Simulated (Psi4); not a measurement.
**wB97X-D/def2-SVP (core potential, sweep point 1) run of InCl3 (SMILES [Cl][In]([Cl])[Cl])**

Aim: the vertical ionisation energy of InCl3 at wB97X-D/def2-SVP (core potential, sweep point 1), from 2 runs. 

The results are computed with Psi4 1.11.

### 1 The structure to begin with

The species is InCl3 (4 atoms), meant as a singlet with charge 0. SMILES: `[Cl][In]([Cl])[Cl]`. Geometry: relaxed at PBE0-D4/def2-TZVP.

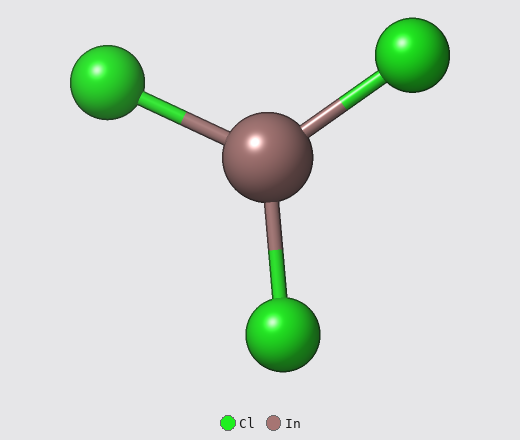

Viewed from a chosen angle; chlorine green, indium brown.

### 2 The energy at wB97X-D/def2-SVP (core potential, sweep point 1)

input.dat reads:

```
memory 1.6 GB

molecule m {
  0 1
  Cl    -0.202900     0.521500     2.213600
  In     0.014400    -0.014800    -0.005300
  Cl     1.015900    -1.985200    -0.615300
  Cl    -0.772000     1.418300    -1.613200
  symmetry c1
}

set {
  basis                def2-SVP
  puream               true
  scf_type             pk
  dft_radial_points    99
  dft_spherical_points 590
}

result, w = energy("wb97x-d", return_wfn=True)
```

Command:

```
$ psi4 -n 1 input.dat output.dat
```

output.dat:

```text
[...]
    !!!  WARNING: ECP capability is in beta. Please check occupations closely.  !!!
[...]
  Running in c1 symmetry.
[...]
  Nuclear repulsion =  362.685155561282500
[...]
  Multiplicity = 1
[...]
  Nalpha       = 36
  Nbeta        = 36
[...]
    Number of basis functions: 80
[...]
   @RKS iter   1: -1570.41309711131498   -1.20646e+00   4.85147e-03 DIIS/ADIIS
[...]
   @RKS iter   7: -1570.50010089359284   -8.39930e-08   9.60361e-07 DIIS
[...]
    Orbital Energies [Eh]
    ---------------------
    Doubly Occupied:
       1A   -101.685140     2A   -101.685118     3A   -101.685100
       4A     -9.591823     5A     -9.591801     6A     -9.591794
       7A     -7.343584     8A     -7.343561     9A     -7.343553
      10A     -7.337314    11A     -7.337293    12A     -7.337285
      13A     -7.336707    14A     -7.336688    15A     -7.336677
      16A     -4.861364    17A     -3.264735    18A     -3.257028
      19A     -3.257027    20A     -0.963393    21A     -0.962964
      22A     -0.962958    23A     -0.935051    24A     -0.935048
      25A     -0.899267    26A     -0.882377    27A     -0.882352
      28A     -0.552538    29A     -0.464812    30A     -0.464788
      31A     -0.437914    32A     -0.415625    33A     -0.415603
      34A     -0.413944    35A     -0.413940    36A     -0.409844
[...]
  @RKS Final Energy: -1570.50010089359284
   => Energetics <=
    Nuclear Repulsion Energy =            362.6851555612824995
    One-Electron Energy =               -2964.1479456848592235
    Two-Electron Energy =                1104.5927740426172932
    DFT Exchange-Correlation Energy =     -73.6289855460915561
    Empirical Dispersion Energy =          -0.0010992665418291
    VV10 Nonlocal Energy =                  0.0000000000000000
    Total Energy =                      -1570.5001008935928439
[...]
 Multipole Moments:
 ------------------------------------------------------------------------------------
     Multipole            Electronic (a.u.)      Nuclear  (a.u.)        Total (a.u.)
 ------------------------------------------------------------------------------------
 L = 1.  Multiply by 2.5417464519 to convert [e a0] to [Debye]
 Dipole X            :          0.0243872           -0.0230560            0.0013312
 Dipole Y            :          0.0109634           -0.0104800            0.0004834
 Dipole Z            :         -0.0114395            0.0104800           -0.0009595
 Magnitude           :                                                    0.0017106
[...]
```

Run time: 9 s. Hardware: 1 thread of AMD EPYC 7R43 (Zen 3), shared host; peak memory 0.65 GiB.

### 3 The doublet cation at the same level

calc.inp reads:

```
memory 1600 MB

molecule molecule1 {
  1 2
  Cl    -0.202900     0.521500     2.213600
  In     0.014400    -0.014800    -0.005300
  Cl     1.015900    -1.985200    -0.615300
  Cl    -0.772000     1.418300    -1.613200
  symmetry c1
}

set globals {
  reference uks
  puream true
  scf_type pk
  dft_radial_points 99
  dft_spherical_points 590
  maxiter 100
}

e_tot, wfn = energy('wb97x-d/def2-SVP', return_wfn=True)
```

Command:

```
$ psi4 calc.inp calc.out -n 1
```

calc.out:

```text
[...]
    !!!  WARNING: ECP capability is in beta. Please check occupations closely.  !!!
[...]
  Running in c1 symmetry.
[...]
  Nuclear repulsion =  362.685155561282500
[...]
  Multiplicity = 2
[...]
  Nalpha       = 36
  Nbeta        = 35
[...]
    Number of basis functions: 80
[...]
   @UKS iter   1: -1569.99654525957794   -7.89906e-01   3.86371e-03 ADIIS/DIIS
[...]
   @UKS iter  18: -1570.06775111769480   -1.38803e-07   7.67628e-07 DIIS
[...]
   @S^2 Observed:                7.552836524E-01
[...]
    Orbital Energies [Eh]
    ---------------------
    Alpha Occupied:
       1A   -101.927865     2A   -101.927770     3A   -101.927684
       4A     -9.833525     5A     -9.833433     6A     -9.833346
       7A     -7.584607     8A     -7.584504     9A     -7.584408
      10A     -7.583300    11A     -7.583215    12A     -7.583129
      13A     -7.576619    14A     -7.576530    15A     -7.576445
      16A     -5.074742    17A     -3.477220    18A     -3.471136
      19A     -3.471133    20A     -1.186666    21A     -1.186312
      22A     -1.186261    23A     -1.148051    24A     -1.148048
      25A     -1.122286    26A     -1.108910    27A     -1.108866
      28A     -0.769022    29A     -0.688935    30A     -0.688921
      31A     -0.654220    32A     -0.650346    33A     -0.648406
      34A     -0.648361    35A     -0.635445    36A     -0.635363
[...]
  @UKS Final Energy: -1570.06775111769480
   => Energetics <=
    Nuclear Repulsion Energy =            362.6851555612824995
    One-Electron Energy =               -2947.7484960378469623
    Two-Electron Energy =                1088.4078370790111876
    DFT Exchange-Correlation Energy =     -73.4111484535996368
    Empirical Dispersion Energy =          -0.0010992665418291
    VV10 Nonlocal Energy =                  0.0000000000000000
    Total Energy =                      -1570.0677511176947974
[...]
 Multipole Moments:
 ------------------------------------------------------------------------------------
     Multipole            Electronic (a.u.)      Nuclear  (a.u.)        Total (a.u.)
 ------------------------------------------------------------------------------------
 L = 1.  Multiply by 2.5417464519 to convert [e a0] to [Debye]
 Dipole X            :          0.0233509           -0.0230560            0.0002949
 Dipole Y            :          0.0119838           -0.0104800            0.0015038
 Dipole Z            :         -0.0091052            0.0104800            0.0013748
 Magnitude           :                                                    0.0020587
[...]
```

It took 21 s on 1 thread of AMD EPYC 7R43 (Zen 3), shared host; peak memory 0.66 GiB.

### 4 Summary of results

At wB97X-D/def2-SVP (core potential, sweep point 1):

```
                                          quantity           value
                       singlet InCl3: total energy  -1570.50010 Eh
                      singlet InCl3: dipole moment          0.00 D
                        singlet InCl3: HOMO energy       -11.15 eV
                        singlet InCl3: LUMO energy        -1.09 eV
                      singlet InCl3: HOMO–LUMO gap        10.06 eV
                  singlet InCl3: dispersion energy    -2.89 kJ/mol
                      doublet cation: total energy  -1570.06775 Eh
doublet cation: HOMO energy (highest over α and β)       -16.15 eV
 doublet cation: LUMO energy (lowest over α and β)       -12.38 eV
                 doublet cation: dispersion energy    -2.89 kJ/mol
                              doublet cation: ⟨S²⟩           0.755
vertical ionisation energy (to the doublet cation)       11.765 eV
```

Removing an electron at fixed nuclei costs 11.76 eV (271 kcal/mol). The negative HOMO energy of the first species, 11.15 eV, lies 0.61 eV below that difference.
